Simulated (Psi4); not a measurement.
# PH3S (SMILES [PH3]=S): M06-2X/6-311+G(d,p) (sweep point 7)

Aim: the energy change on altering one bond length of PH3S at M06-2X/6-311+G** (sweep point 7), from 2 runs. 

The calculation is run with Psi4 1.11.

### 1 Starting point

PH3S has 5 atoms, charge 0, and is taken as a singlet. As SMILES, `[PH3]=S`. The coordinates come from a GFN2-xTB relaxation.

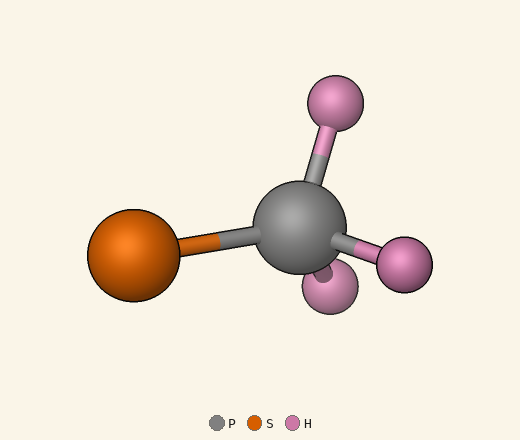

Viewed from a chosen angle; phosphorus grey, sulfur orange, hydrogen pink.

### 2 A single-point energy at M06-2X/6-311+G(d,p) (sweep point 7)

Input file input.in:

```
memory 1.6 GB

molecule {
  0 1
  P      0.007920    -0.006600     0.007660
  S      1.261690    -0.941140     1.111260
  H     -1.166840     0.461930     0.594540
  H     -0.532470    -0.676580    -1.089190
  H      0.429710     1.162380    -0.624270
  units angstrom
  symmetry c1
}

set puream true
set scf_type pk
set dft_radial_points 99
set dft_spherical_points 590

E, wfn = energy('m06-2x/6-311+G**', return_wfn=True)
print_variables()
```

Run with:

```bash
$ psi4 input.in input.out -n 1
```

input.out:

```text
[...]
  Running in c1 symmetry.
[...]
  Nuclear repulsion =   93.089271308523081
[...]
  Multiplicity = 1
[...]
  Nalpha       = 17
  Nbeta        = 17
[...]
    Number of basis functions: 78
[...]
   @RKS iter   1:  -741.22691010028927    4.36041e-03   6.38371e-03 ADIIS/DIIS
[...]
   @RKS iter   8:  -741.30242420372656   -1.32837e-08   1.57247e-07 DIIS
[...]
    Orbital Energies [Eh]
    ---------------------
    Doubly Occupied:
       1A    -89.852845     2A    -78.104787     3A     -8.220619
       4A     -6.928984     5A     -6.143057     6A     -6.136576
       7A     -6.136575     8A     -5.045403     9A     -5.045400
      10A     -5.045264    11A     -0.862602    12A     -0.704007
      13A     -0.515398    14A     -0.515137    15A     -0.432872
      16A     -0.295874    17A     -0.295841
[...]
  @RKS Final Energy:  -741.30242420372656
   => Energetics <=
    Nuclear Repulsion Energy =             93.0892713085230810
    One-Electron Energy =               -1209.0231738837865123
    Two-Electron Energy =                 398.3754572222687784
    DFT Exchange-Correlation Energy =     -23.7439788507318639
    Empirical Dispersion Energy =           0.0000000000000000
    VV10 Nonlocal Energy =                  0.0000000000000000
    Total Energy =                       -741.3024242037264457
[...]
 Multipole Moments:
 ------------------------------------------------------------------------------------
     Multipole            Electronic (a.u.)      Nuclear  (a.u.)        Total (a.u.)
 ------------------------------------------------------------------------------------
 L = 1.  Multiply by 2.5417464519 to convert [e a0] to [Debye]
 Dipole X            :          1.2251896           -2.3073834           -1.0821938
 Dipole Y            :         -0.9168675            1.7230471            0.8061796
 Dipole Z            :          1.0819322           -2.0341520           -0.9522198
 Magnitude           :                                                    1.6516027
[...]
```

It took 12 s on 1 thread of Intel Xeon Platinum 8488C (Sapphire Rapids), shared host; peak memory 0.91 GiB.

### 3 The distorted shape, same level

Input file h3ps.inp:

```
memory 1.6 GB

molecule mol {
  P      0.278116     0.328391     0.556087
  S      1.531886    -0.606149     1.659687
  H     -0.896644     0.796921     1.142967
  H     -0.532470    -0.676580    -1.089190
  H      0.699906     1.497371    -0.075843
  symmetry c1
}

set basis 6-311+G**
set puream true
set scf_type pk
set dft_radial_points 99
set dft_spherical_points 590

E, wfn = energy("m06-2x", return_wfn=True)
```

Run with:

```bash
$ psi4 h3ps.inp h3ps.out -n 1
```

h3ps.out:

```text
[...]
  Running in c1 symmetry.
[...]
  Nuclear repulsion =   90.579658817520325
[...]
  Multiplicity = 1
[...]
  Nalpha       = 17
  Nbeta        = 17
[...]
    Number of basis functions: 78
[...]
   @RKS iter   1:  -741.13561110482829   -1.11789e-01   6.53696e-03 ADIIS/DIIS
[...]
   @RKS iter   9:  -741.23139877291067   -1.72596e-08   3.29261e-07 DIIS
[...]
    Orbital Energies [Eh]
    ---------------------
    Doubly Occupied:
       1A    -89.875811     2A    -78.124310     3A     -8.242879
       4A     -6.944622     5A     -6.164949     6A     -6.159495
       7A     -6.158374     8A     -5.061423     9A     -5.060564
      10A     -5.060555    11A     -0.863810    12A     -0.695412
      13A     -0.519846    14A     -0.455887    15A     -0.416234
      16A     -0.310436    17A     -0.297089
[...]
  @RKS Final Energy:  -741.23139877291067
   => Energetics <=
    Nuclear Repulsion Energy =             90.5796588175203254
    One-Electron Energy =               -1203.6474608965875177
    Two-Electron Energy =                 395.5202677705891574
    DFT Exchange-Correlation Energy =     -23.6838644644326379
    Empirical Dispersion Energy =           0.0000000000000000
    VV10 Nonlocal Energy =                  0.0000000000000000
    Total Energy =                       -741.2313987729106657
[...]
 Multipole Moments:
 ------------------------------------------------------------------------------------
     Multipole            Electronic (a.u.)      Nuclear  (a.u.)        Total (a.u.)
 ------------------------------------------------------------------------------------
 L = 1.  Multiply by 2.5417464519 to convert [e a0] to [Debye]
 Dipole X            :          1.7966311           -2.5527637           -0.7561326
 Dipole Y            :         -0.5196196            1.4188228            0.8992032
 Dipole Z            :          2.0605782           -2.5322096           -0.4716314
 Magnitude           :                                                    1.2659933
[...]
```

It took 13 s on 1 thread of Intel Xeon Platinum 8488C (Sapphire Rapids), shared host; peak memory 0.92 GiB.

### 4 Outcome

Level: M06-2X/6-311+G** (sweep point 7).

```
                                                         quantity          value
                                        first shape: total energy  -741.30242 Eh
                                       first shape: dipole moment         4.20 D
                                         first shape: HOMO energy       -8.05 eV
                                         first shape: LUMO energy       -0.27 eV
                                       first shape: HOMO–LUMO gap        7.79 eV
                                    distorted shape: total energy  -741.23140 Eh
                                   distorted shape: dipole moment         3.22 D
                                     distorted shape: HOMO energy       -8.08 eV
                                     distorted shape: LUMO energy       -1.86 eV
                                   distorted shape: HOMO–LUMO gap        6.22 eV
energy change with the P1–H4 bond stretched from 1.394 to 2.091 Å       1.933 eV
```

In words: With the P1–H4 bond stretched from 1.394 to 2.091 Å the energy rises by 1.93 eV (45 kcal/mol). The first shape isn't relaxed at this level, so the change isn't measured from a minimum.
